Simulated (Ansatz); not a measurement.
```xyz
14

C    -2.2960    0.0974   -0.1688
C    -0.9684    0.2365   -0.1500
C    -0.2294    1.4358    0.3575
O    -0.1834   -0.7986   -0.6510
Si    1.5221   -1.0425   -0.5889
O     2.1071   -1.2030    1.0152
H    -2.9399    0.8848    0.2015
H    -2.7522   -0.8041   -0.5558
H    -0.9238    2.1819    0.7489
H     0.3569    1.9062   -0.4420
H     0.4687    1.1606    1.1590
H     2.2761    0.1336   -1.1172
H     1.6869   -2.2927   -1.3910
H     1.8624   -1.9249    1.6113
```

Computed with Ansatz, RKS PBE0-D4/6-31G.

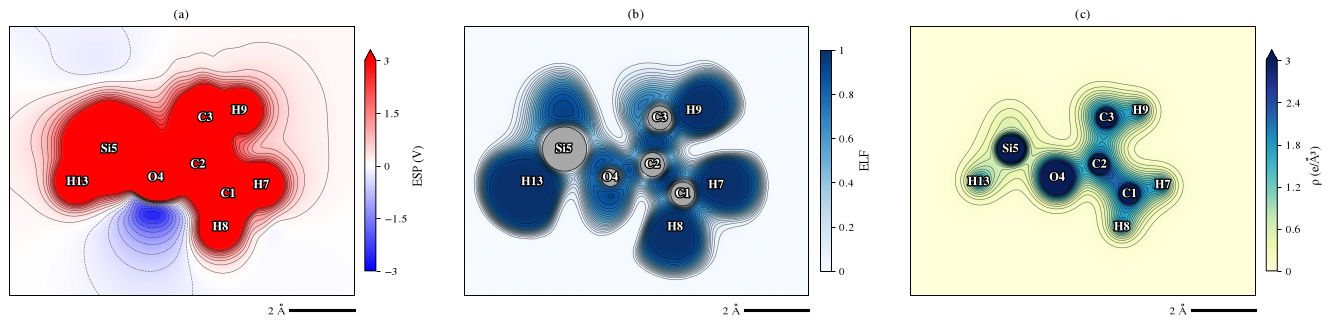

C3H8O2Si. (a) molecular electrostatic potential; (b) ELF; (c) total electron density on the plane of atoms C1, C2 and C3. Grey discs cover the atomic cores in the ELF map.

Q: What do the fields say about this system?

A:
- Atoms in the plane: C, O, Si and H.
- C–C (1.33 Å): ρ is about 2.2 e/Å³ halfway; the ELF peaks at about 0.95 between the atoms; a multiple bond.
- C–O (1.39 Å): ρ at the midpoint is about 1.9 e/Å³, with its minimum of 1.6 e/Å³ about 0.5 Å from C; the ELF peaks at about 0.85 between the atoms (a shared but strongly polarised pair).
- Si–O (1.72 Å): ρ is about 0.82 e/Å³ halfway; the ELF peaks at about 0.85 between the atoms: a shared but strongly polarised pair.
- C–C (1.50 Å): the density is about 1.6 e/Å³ at the midpoint; the ELF peaks at about 0.95 between the atoms, as expected for a shared electron pair.
- C–H (1.08 Å): the density is about 1.9 e/Å³ at the midpoint; the ELF climbs to about 1 towards the hydrogen, as it does in any bond to H (a covalent bond by its length).
- The ELF also peaks beside O4, away from the bonds: lone-pair regions.
- Outside the dense part of the molecule the potential is most negative (−2.5 V) near O4.
